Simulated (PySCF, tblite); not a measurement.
# PNH₄: changes of charge, electronic excitations, EPR parameters, part 2 of 2

tblite 0.8.0 and PySCF 2.14.0. Atoms count from 0.

## 10. Single point (PNH₄): wB97X-D3(BJ)/ma-def2-TZVP

Geometry: PBE0-D3(BJ)/def2-SVPD, that of another charge or spin state.

The job: settings as JSON, then the geometry in Å.

```
{"job": {"kind": "sp", "xc": "wB97X", "basis": "ma-def2-TZVP", "d3": "d3bj", "grid": 2}, "charge": 0, "multiplicity": 1}
N      1.169718     0.446715    -0.337038
P     -0.398198    -0.060485    -0.011963
H      1.907090     0.129368     0.308886
H     -0.844884    -0.732024    -1.172417
H     -1.172130     1.113494     0.131401
H     -0.631774    -0.892603     1.109153
```

The log of the run:

```text
coarse grid: 5168 points
cycle   1  E = -398.4207574851  dE =  1.010e-02  |g| = 6.160e-01  |ddm| = 1.644e+00
cycle   2  E = -398.3689239974  dE =  5.183e-02  |g| = 8.194e-01  |ddm| = 1.080e+00
cycle   3  E = -398.5226355747  dE = -1.537e-01  |g| = 3.532e-02  |ddm| = 6.196e-01
cycle   4  E = -398.5230945328  dE = -4.590e-04  |g| = 1.324e-02  |ddm| = 3.870e-02
cycle   5  E = -398.5231523098  dE = -5.778e-05  |g| = 3.324e-03  |ddm| = 1.491e-02
cycle   6  E = -398.5231582942  dE = -5.984e-06  |g| = 7.964e-04  |ddm| = 5.328e-03
final grid: 44408 points
cycle   7  E = -398.5202223578  dE = -1.316e-05  |g| = 2.007e-03  |ddm| = 1.025e-02
cycle   8  E = -398.5202225689  dE = -2.111e-07  |g| = 2.073e-03  |ddm| = 2.415e-03
cycle   9  E = -398.5202234179  dE = -8.490e-07  |g| = 2.901e-04  |ddm| = 1.334e-03
cycle  10  E = -398.5202234531  dE = -3.518e-08  |g| = 1.303e-04  |ddm| = 4.456e-04
cycle  11  E = -398.5202234625  dE = -9.437e-09  |g| = 3.150e-05  |ddm| = 2.230e-04
converged SCF energy = -398.5202234625
```

It took 0.92 s on 1 thread of Intel Xeon 6975P-C, shared host.

## 11. Single point (PNH4+ (doublet), [NH][PH3+]): wB97X-D3(BJ)/ma-def2-TZVP

Geometry: PBE0-D3(BJ)/def2-SVPD.

The job: settings as JSON, then the geometry in Å.

```
{"job": {"kind": "sp", "xc": "wB97X", "basis": "ma-def2-TZVP", "d3": "d3bj", "grid": 2}, "charge": 1, "multiplicity": 2}
N      1.169718     0.446715    -0.337038
P     -0.398198    -0.060485    -0.011963
H      1.907090     0.129368     0.308886
H     -0.844884    -0.732024    -1.172417
H     -1.172130     1.113494     0.131401
H     -0.631774    -0.892603     1.109153
```

The log of the run:

```text
final grid: 44408 points
cycle   1  E = -398.1610824531  dE = -2.876e-02  |g| = 3.628e-01  |ddm| = 4.669e-01
cycle   2  E = -398.1696703524  dE = -8.588e-03  |g| = 3.201e-01  |ddm| = 3.561e-01
cycle   3  E = -398.2145872143  dE = -4.492e-02  |g| = 1.850e-02  |ddm| = 1.900e-01
cycle   4  E = -398.2148742658  dE = -2.871e-04  |g| = 7.031e-03  |ddm| = 1.777e-02
cycle   5  E = -398.2149422660  dE = -6.800e-05  |g| = 2.096e-03  |ddm| = 8.830e-03
cycle   6  E = -398.2149539424  dE = -1.168e-05  |g| = 6.067e-04  |ddm| = 4.183e-03
cycle   7  E = -398.2149547601  dE = -8.177e-07  |g| = 2.123e-04  |ddm| = 1.277e-03
cycle   8  E = -398.2149548583  dE = -9.826e-08  |g| = 5.566e-05  |ddm| = 5.213e-04
cycle   9  E = -398.2149548659  dE = -7.585e-09  |g| = 1.305e-05  |ddm| = 1.702e-04
converged SCF energy = -398.2149548659
```

Wall time 2.5 s (1 thread of Intel Xeon 6975P-C, shared host).

## 12. Single point (PNH₄): wB97X-D3(BJ)/ma-def2-TZVP in dichloromethane

Geometry: PBE0-D3(BJ)/def2-SVPD.

The job: settings as JSON, then the geometry in Å.

```
{"job": {"kind": "sp", "xc": "wB97X", "basis": "ma-def2-TZVP", "d3": "d3bj", "grid": 2, "solvent": "dichloromethane"}, "charge": 0, "multiplicity": 1}
N      1.136734     0.645979    -0.091781
P     -0.289810    -0.005258     0.013578
H      1.923467     0.006045    -0.144259
H     -0.819544    -0.836565    -1.029558
H     -1.265274     1.014293     0.073163
H     -0.667423    -0.817843     1.134644
```

The log of the run:

```text
final grid: 44408 points
cycle   1  E = -398.5521866735  dE = -1.724e-03  |g| = 3.813e-02  |ddm| = 1.278e-01
cycle   2  E = -398.5523480811  dE = -1.614e-04  |g| = 3.829e-02  |ddm| = 5.765e-02
cycle   3  E = -398.5526561409  dE = -3.081e-04  |g| = 4.951e-03  |ddm| = 2.317e-02
cycle   4  E = -398.5526810830  dE = -2.494e-05  |g| = 1.188e-03  |ddm| = 1.800e-02
cycle   5  E = -398.5526827351  dE = -1.652e-06  |g| = 3.113e-04  |ddm| = 4.628e-03
cycle   6  E = -398.5526828135  dE = -7.841e-08  |g| = 1.142e-04  |ddm| = 7.838e-04
cycle   7  E = -398.5526828234  dE = -9.861e-09  |g| = 2.247e-05  |ddm| = 3.143e-04
converged SCF energy = -398.5526828234
```

It took 0.96 s on 1 thread of Intel Xeon 6975P-C, shared host.

## 13. Single point (PNH₄+ (doublet), [NH][PH3+]): wB97X-D3(BJ)/ma-def2-TZVP in dichloromethane

Geometry: PBE0-D3(BJ)/def2-SVPD.

The job: settings as JSON, then the geometry in Å.

```
{"job": {"kind": "sp", "xc": "wB97X", "basis": "ma-def2-TZVP", "d3": "d3bj", "grid": 2, "solvent": "dichloromethane"}, "charge": 1, "multiplicity": 2}
N      1.169718     0.446715    -0.337038
P     -0.398198    -0.060485    -0.011963
H      1.907090     0.129368     0.308886
H     -0.844884    -0.732024    -1.172417
H     -1.172130     1.113494     0.131401
H     -0.631774    -0.892603     1.109153
```

The log of the run:

```text
final grid: 44408 points
cycle   1  E = -398.3192286877  dE = -1.032e-03  |g| = 1.467e-02  |ddm| = 6.248e-02
cycle   2  E = -398.3193376282  dE = -1.089e-04  |g| = 1.026e-02  |ddm| = 2.235e-02
cycle   3  E = -398.3193849836  dE = -4.736e-05  |g| = 2.070e-03  |ddm| = 6.962e-03
cycle   4  E = -398.3193911294  dE = -6.146e-06  |g| = 5.152e-04  |ddm| = 4.712e-03
cycle   5  E = -398.3193915972  dE = -4.678e-07  |g| = 1.550e-04  |ddm| = 1.311e-03
cycle   6  E = -398.3193916254  dE = -2.828e-08  |g| = 4.581e-05  |ddm| = 2.785e-04
cycle   7  E = -398.3193916297  dE = -4.285e-09  |g| = 1.141e-05  |ddm| = 1.250e-04
converged SCF energy = -398.3193916297
```

Wall time 1.5 s (1 thread of Intel Xeon 6975P-C, shared host).

## 14. Single point (PNH₄− (doublet)): wB97X-D3(BJ)/ma-def2-TZVP

Geometry: PBE0-D3(BJ)/def2-SVPD, that of another charge or spin state.

The job: settings as JSON, then the geometry in Å.

```
{"job": {"kind": "sp", "xc": "wB97X", "basis": "ma-def2-TZVP", "d3": "d3bj", "grid": 2}, "charge": -1, "multiplicity": 2}
N      1.136734     0.645979    -0.091781
P     -0.289810    -0.005258     0.013578
H      1.923467     0.006045    -0.144259
H     -0.819544    -0.836565    -1.029558
H     -1.265274     1.014293     0.073163
H     -0.667423    -0.817843     1.134644
```

The log of the run:

```text
final grid: 44408 points
cycle   1  E = -398.5064952691  dE = -4.067e-03  |g| = 2.994e-02  |ddm| = 1.524e+00
cycle   2  E = -398.5069872923  dE = -4.920e-04  |g| = 1.842e-02  |ddm| = 2.877e-01
cycle   3  E = -398.5071720031  dE = -1.847e-04  |g| = 4.087e-03  |ddm| = 1.133e-01
cycle   4  E = -398.5072133593  dE = -4.136e-05  |g| = 2.637e-03  |ddm| = 1.317e-01
cycle   5  E = -398.5072461548  dE = -3.280e-05  |g| = 1.445e-03  |ddm| = 2.147e-01
cycle   6  E = -398.5072718397  dE = -2.568e-05  |g| = 1.010e-03  |ddm| = 3.348e-01
cycle   7  E = -398.5073003553  dE = -2.852e-05  |g| = 7.633e-04  |ddm| = 6.255e-01
cycle   8  E = -398.5073275736  dE = -2.722e-05  |g| = 4.138e-04  |ddm| = 9.889e-01
cycle   9  E = -398.5073351050  dE = -7.531e-06  |g| = 1.529e-04  |ddm| = 6.279e-01
cycle  10  E = -398.5073358934  dE = -7.884e-07  |g| = 6.756e-05  |ddm| = 2.128e-01
cycle  11  E = -398.5073359558  dE = -6.243e-08  |g| = 3.546e-05  |ddm| = 3.404e-02
cycle  12  E = -398.5073359761  dE = -2.026e-08  |g| = 2.460e-05  |ddm| = 1.343e-02
cycle  13  E = -398.5073359879  dE = -1.182e-08  |g| = 1.349e-05  |ddm| = 2.710e-03
cycle  14  E = -398.5073359923  dE = -4.382e-09  |g| = 8.278e-06  |ddm| = 1.981e-03
converged SCF energy = -398.5073359923
```

Wall time 2.5 s (1 thread of Intel Xeon 6975P-C, shared host).

## 15. Single point (PNH₄− (doublet)): wB97X-D3(BJ)/ma-def2-TZVP in dichloromethane

Geometry: PBE0-D3(BJ)/def2-SVPD, that of another charge or spin state.

The job: settings as JSON, then the geometry in Å.

```
{"job": {"kind": "sp", "xc": "wB97X", "basis": "ma-def2-TZVP", "d3": "d3bj", "grid": 2, "solvent": "dichloromethane"}, "charge": -1, "multiplicity": 2}
N      1.136734     0.645979    -0.091781
P     -0.289810    -0.005258     0.013578
H      1.923467     0.006045    -0.144259
H     -0.819544    -0.836565    -1.029558
H     -1.265274     1.014293     0.073163
H     -0.667423    -0.817843     1.134644
```

The log of the run:

```text
final grid: 44408 points
cycle   1  E = -398.5637283078  dE = -5.756e-03  |g| = 2.780e-02  |ddm| = 2.361e+00
cycle   2  E = -398.5653959061  dE = -1.668e-03  |g| = 1.979e-02  |ddm| = 1.544e+00
cycle   3  E = -398.5659199003  dE = -5.240e-04  |g| = 9.723e-03  |ddm| = 5.909e-01
cycle   4  E = -398.5664127505  dE = -4.929e-04  |g| = 6.067e-03  |ddm| = 9.404e-01
cycle   5  E = -398.5666008036  dE = -1.881e-04  |g| = 2.497e-03  |ddm| = 6.548e-01
cycle   6  E = -398.5666392245  dE = -3.842e-05  |g| = 1.156e-03  |ddm| = 2.689e-01
cycle   7  E = -398.5666508622  dE = -1.164e-05  |g| = 5.579e-04  |ddm| = 1.274e-01
cycle   8  E = -398.5666550036  dE = -4.141e-06  |g| = 3.039e-04  |ddm| = 3.786e-02
cycle   9  E = -398.5666565802  dE = -1.577e-06  |g| = 1.325e-04  |ddm| = 2.819e-02
cycle  10  E = -398.5666568724  dE = -2.922e-07  |g| = 7.397e-05  |ddm| = 1.577e-02
cycle  11  E = -398.5666569446  dE = -7.221e-08  |g| = 5.809e-05  |ddm| = 9.423e-03
cycle  12  E = -398.5666570190  dE = -7.440e-08  |g| = 4.519e-05  |ddm| = 1.194e-02
cycle  13  E = -398.5666570759  dE = -5.689e-08  |g| = 3.264e-05  |ddm| = 1.294e-02
cycle  14  E = -398.5666571175  dE = -4.157e-08  |g| = 2.083e-05  |ddm| = 1.482e-02
cycle  15  E = -398.5666571306  dE = -1.305e-08  |g| = 1.169e-05  |ddm| = 8.800e-03
cycle  16  E = -398.5666571336  dE = -3.060e-09  |g| = 7.131e-06  |ddm| = 4.009e-03
converged SCF energy = -398.5666571336
```

Wall time 2.9 s (1 thread of Intel Xeon 6975P-C, shared host).

## 16. Changes of charge: wB97X-D3(BJ)/ma-def2-TZVP

This step combines the energies above: geometries from PBE0-D3(BJ)/def2-SVPD, zero-point and thermal terms from GFN2-xTB.

The job: settings as JSON, then the geometry in Å.

```
{"job": {"kind": "rx", "dirs": [1, -1], "geom": {"xc": "PBE0", "basis": "def2-SVPD", "d3": "d3bj", "grid": 1}, "level": {"xc": "wB97X", "basis": "ma-def2-TZVP", "d3": "d3bj", "solvents": ["dichloromethane"]}}, "charge": 0, "multiplicity": 1}
N      1.136734     0.645979    -0.091781
P     -0.289810    -0.005258     0.013578
H      1.923467     0.006045    -0.144259
H     -0.819544    -0.836565    -1.029558
H     -1.265274     1.014293     0.073163
H     -0.667423    -0.817843     1.134644
```

Output (the driver's rows laid out field by field):

```text
ionisation and electron attachment, wB97X-D3(BJ)/ma-def2-TZVP // PBE0-D3(BJ)/def2-SVPD

row 1
  change                  oxidation
  charge                  1
  multiplicity            2
  vertical_ev             9.2208
  vertical_s2             0.755
  formula                 H4NP
  smiles                  [NH][PH3+]
  kept                    yes
  pieces                  1
  point_group             Cs
  adiabatic_electronic_ev 8.8622
  adiabatic_ev            8.7578
  free_energy_ev          8.727
  s2                      0.754
  bonds_moved             0 1 1.572 1.68; 1 3 1.435 1.413; 1 5 1.435 1.416; 0 2 1.015 1.03
  spin_on                 0 N 0.995
  charge_moved            0 N 0.535; 3 H 0.185; 5 H 0.15; 4 H 0.12
  vertical_back_ev        8.3068
  relaxation_parent_ev    0.5554
  relaxation_ion_ev       0.3586
  reorganisation_ev       0.914
  solution                solvent dichloromethane, absolute_potential_v 6.213, solvation_parent_kj -31.63, solvation_ion_kj -274.2

row 2
  change                  reduction
  charge                  -1
  multiplicity            2
  vertical_ev             -0.9061
  vertical_s2             0.751
  unbound                 yes
```

It took 24 s on 1 thread of Intel Xeon 6975P-C, shared host.

Energy taken up on oxidation, or given off on reduction (eV; adiabatic with zero-point energy):

```csv
change,product,vertical,adiabatic,free energy,reorganisation,⟨S²⟩
oxidation (multiplicity 2),[NH][PH3+],9.22,8.76,8.73,0.91,0.75
reduction (multiplicity 2),–,-0.91,–,–,–,–
```

On oxidation to multiplicity 2 charge changes most on N0 (+0.54 e), H3 (+0.18 e), H5 (+0.15 e); the spin sits on N0 (0.99); the bond N0–P1 goes from 1.572 to 1.680 Å; the absolute potential is 6.21 V in dichloromethane.

## 17. Electronic excitations: TDDFT PBE0/def2-SVPD

The job: settings as JSON, then the geometry in Å.

```
{"job": {"kind": "uv", "xc": "PBE0", "basis": "def2-SVPD", "nstates": 6, "ntriplets": 0}, "charge": 0, "multiplicity": 1}
N      1.136734     0.645979    -0.091781
P     -0.289810    -0.005258     0.013578
H      1.923467     0.006045    -0.144259
H     -0.819544    -0.836565    -1.029558
H     -1.265274     1.014293     0.073163
H     -0.667423    -0.817843     1.134644
```

With the program's defaults for keys left out, this is: TDDFT PBE0/def2-SVPD, vertical, gas phase, core orbitals frozen in the response.

The log of the run:

```text
coarse grid: 5168 points
cycle   1  E = -398.0001096434  dE =  1.546e-01  |g| = 5.507e-01  |ddm| = 2.573e+00
cycle   2  E = -397.7049703153  dE =  2.951e-01  |g| = 1.188e+00  |ddm| = 1.702e+00
cycle   3  E = -398.0761695018  dE = -3.712e-01  |g| = 3.362e-02  |ddm| = 1.151e+00
cycle   4  E = -398.0765179467  dE = -3.484e-04  |g| = 1.186e-02  |ddm| = 7.264e-02
cycle   5  E = -398.0765597173  dE = -4.177e-05  |g| = 2.599e-03  |ddm| = 2.258e-02
cycle   6  E = -398.0765615960  dE = -1.879e-06  |g| = 3.634e-04  |ddm| = 4.965e-03
final grid: 44408 points
cycle   7  E = -398.1168358574  dE = -3.680e-06  |g| = 5.596e-03  |ddm| = 3.891e-02
cycle   8  E = -398.1168183137  dE =  1.754e-05  |g| = 1.025e-02  |ddm| = 1.554e-02
cycle   9  E = -398.1168429671  dE = -2.465e-05  |g| = 4.076e-04  |ddm| = 1.057e-02
cycle  10  E = -398.1168430169  dE = -4.986e-08  |g| = 6.741e-05  |ddm| = 8.001e-04
cycle  11  E = -398.1168430182  dE = -1.254e-09  |g| = 1.973e-05  |ddm| = 1.144e-04
cycle  12  E = -398.1168430183  dE = -1.143e-10  |g| = 1.546e-06  |ddm| = 3.019e-05
converged SCF energy = -398.1168430183

Static polarisability (au): isotropic 36.420, principal 32.176 32.893 44.191

Singlet excitations
state   eV       nm        f      main configurations
  1   5.3396    232.2   0.02213   H->L 0.99
  2   5.8492    212.0   0.01446   H->L+1 0.99
  3   6.3581    195.0   0.00003   H->L+2 0.99
  4   6.4040    193.6   0.02237   H-1->L 0.82, H->L+3 0.17
  5   6.8025    182.3   0.00192   H-1->L+1 0.75, H->L+3 0.20
  6   7.1579    173.2   0.09984   H->L+3 0.50, H-1->L+1 0.22, H-1->L+2 0.17
```

Wall time 1.2 s (1 thread of Intel Xeon 6975P-C, shared host).

Frontier orbitals and where they lie:

```csv
orbital,eV,atoms
HOMO−3,-11.90,"P1 45 %, H5 21 %, H3 20 %"
HOMO−2,-11.61,"P1 38 %, H4 27 %, N0 22 %"
HOMO−1,-7.70,"N0 66 %, P1 18 %, H2 8 %"
HOMO,-6.73,"N0 63 %, P1 21 %, H2 6 %"
LUMO,0.30,"P1 37 %, N0 20 %, H3 13 %"
LUMO+1,0.39,"P1 38 %, H3 20 %, H5 20 %"
LUMO+2,1.26,"P1 45 %, H4 18 %, H3 12 %"
```

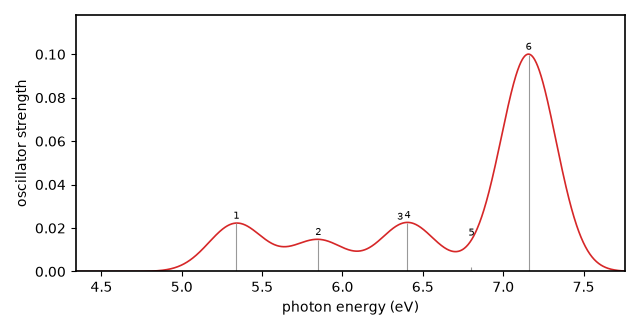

Absorption spectrum from the 6 singlet states computed; above the last one it falls off for lack of states. Lines are broadened to a width of 0.40 eV (Gaussian).

Further results of this job:

```csv
property,computed
dipole moment (D),2.92
polarisability (Å³),5.40
HOMO–LUMO gap (eV),7.03
−ε(HOMO) (eV),6.73
```

## 18. EPR parameters (PNH₄+ (doublet), [NH][PH3+]): UKS B3LYP, pcH-1 on H N P

The job: settings as JSON, then the geometry in Å.

```
{"job": {"kind": "epr", "basis": "pcH-1"}, "charge": 1, "multiplicity": 2}
N      1.169718     0.446715    -0.337038
P     -0.398198    -0.060485    -0.011963
H      1.907090     0.129368     0.308886
H     -0.844884    -0.732024    -1.172417
H     -1.172130     1.113494     0.131401
H     -0.631774    -0.892603     1.109153
```

With the program's defaults for keys left out, this is: UKS B3LYP, pcH-1 on H N P, non-relativistic, mean-field spin-orbit, GIAO.

The log of the run:

```text
UKS, coarse grid
  cycle   1  E = -398.11971247  |g| = 2.50e-01
  cycle   2  E = -398.12493479  |g| = 2.42e-01
  cycle   3  E = -398.14887850  |g| = 6.82e-02
  cycle   4  E = -398.15077338  |g| = 1.72e-02
  cycle   5  E = -398.15092064  |g| = 3.93e-03
  cycle   6  E = -398.15093219  |g| = 7.38e-04
  cycle   7  E = -398.15093374  |g| = 1.96e-04
UKS, final grid
  cycle   1  E = -398.15094373  |g| = 8.61e-05
  cycle   2  E = -398.15094374  |g| = 4.60e-05
  cycle   3  E = -398.15094374  |g| = 3.04e-05
  cycle   4  E = -398.15094374  |g| = 1.72e-05
internal stability: stable
E = -398.15094374 Eh   <S^2> = 0.7537 (exact 0.7500)
g shifts (ppm)      1          2          3
  rmc          -195       -195       -195
  gc             -5         41         43
  oz_so         -63       1521       6740
  total        -264       1367       6588
hyperfine (MHz)  atom isotope    a_iso     a_fc   dipolar eigenvalues
    0   14N      30.44      30.34    -44.17    -43.06     87.23
    1   31P    -134.36    -134.72     -8.66     -3.55     12.21
    2    1H     -60.87     -60.99    -50.80    -11.20     62.00
    3    1H     106.51     106.50     -5.06     -1.84      6.90
    4    1H     108.42     108.41     -5.08     -1.79      6.87
    5    1H     -10.53     -10.53     -3.33     -3.29      6.62
```

Wall time 5.6 s (1 thread of Intel Xeon 6975P-C, shared host).

Principal g values 2.00206, 2.00369, 2.00891; g(iso) = 2.00488, against 2.00232 for a free electron.

Hyperfine couplings; where a row names several nuclei, a(iso) is their mean (it holds for fast rotation or exchange) and the dipolar term the largest among them:

```csv
nuclei,isotope,a(iso) (MHz),"a(iso) (G, at g = 2.0023)",largest dipolar term (MHz)
P1,31P,-134.4,-47.9,12.2
"H3, H4, H5",1H,68.1,24.3,6.9
H2,1H,-60.9,-21.7,62.0
N0,14N,30.4,10.9,87.2
```

Mulliken spin populations:

```csv
atom,value (e)
N0,0.98
P1,-0.05
H2,-0.03
H3,0.05
H4,0.05
H5,-0.01
```

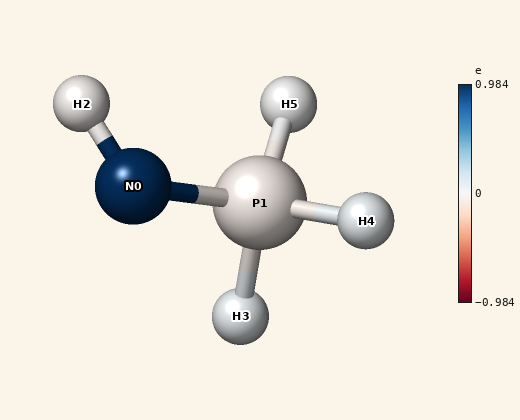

Mulliken spin populations, as colours on the atoms.

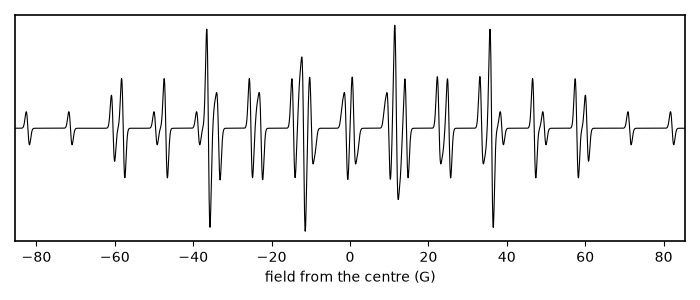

First-order isotropic spectrum (first derivative, main isotopes with spin only, couplings over 0.8 MHz, Gaussian width 0.4 G; couplings of the frozen geometry, rotation of groups not averaged beyond the rows shown).

## 19. Spectra of the species

The job: settings as JSON, then the geometry in Å.

```
{"job": {"kind": "rx", "dirs": [1, -1], "geom": {"xc": "PBE0", "basis": "def2-SVPD", "d3": "d3bj", "grid": 1}, "level": {"xc": "wB97X", "basis": "ma-def2-TZVP", "d3": "d3bj", "solvents": ["dichloromethane"]}, "spectra": true}, "charge": 0, "multiplicity": 1}
N      1.136734     0.645979    -0.091781
P     -0.289810    -0.005258     0.013578
H      1.923467     0.006045    -0.144259
H     -0.819544    -0.836565    -1.029558
H     -1.265274     1.014293     0.073163
H     -0.667423    -0.817843     1.134644
```

The log of the run:

```text
uv N=[PH3] +0: TDDFT PBE0/def2-SVPD, vertical, gas phase, core orbitals frozen in the response
epr [NH][PH3+] +1: UKS B3LYP, pcH-1 on H N P, non-relativistic, mean-field spin-orbit, GIAO
```

It took 6.9 s on 1 thread of Intel Xeon 6975P-C, shared host.

This step only lists the spectra that were run on the species above.

## 20. Summary of results

This closing draws on all 2 parts.

```
                                     quantity                                                      value
    strongest single infrared mode (GFN2-xTB)                                      1264 cm⁻¹, 232 km/mol
                 zero-point energy (GFN2-xTB)                                              25.2 kcal/mol
                                  point group                                                         Cs
         rotational constants (main isotopes)                                    91.02, 15.50, 15.13 GHz
        surface potential, 1st and 99th percentile                                         -2.15 V and 1.54 V
ionisation energy (wB97X-D3(BJ)/ma-def2-TZVP)                        vertical 9.22 eV, adiabatic 8.76 eV
electron affinity (wB97X-D3(BJ)/ma-def2-TZVP)  vertical -0.91 eV (unbound: the value hangs on the basis)
              lowest singlet (PBE0/def2-SVPD)                                5.34 eV (232 nm), f = 0.022
     brightest single state of those computed                                state 6, 7.16 eV, f = 0.100
```

All 12 modes are real, so the xTB geometry is a minimum. The strongest single mode, at 1264 cm⁻¹, moves mainly N0 and P1. GFN2-xTB is a fitted tight-binding method: band positions and strengths are rough. Its intensities can rank the bands wrongly. Relaxing lowered the energy by 0.081 eV in 3 steps; the close pair that moved most is P1–H4, from 1.376 to 1.412 Å (PBE0/def2-SVPD). At wB97X-D3(BJ)/ma-def2-TZVP, relaxation with the zero-point term after oxidation moves the energy taken up from 9.22 eV (vertical) to 8.76 eV (adiabatic, with zero-point energy). The first singlet state (HOMO→LUMO 0.99) lies at 5.34 eV and is weak; of the 6 states computed, the strongest absorption comes from state 6 at 7.16 eV (the last computed, so partners may be missing). States above −ε(HOMO) lie where TDDFT describes them poorly and they hang on the basis; the brightest is among them.
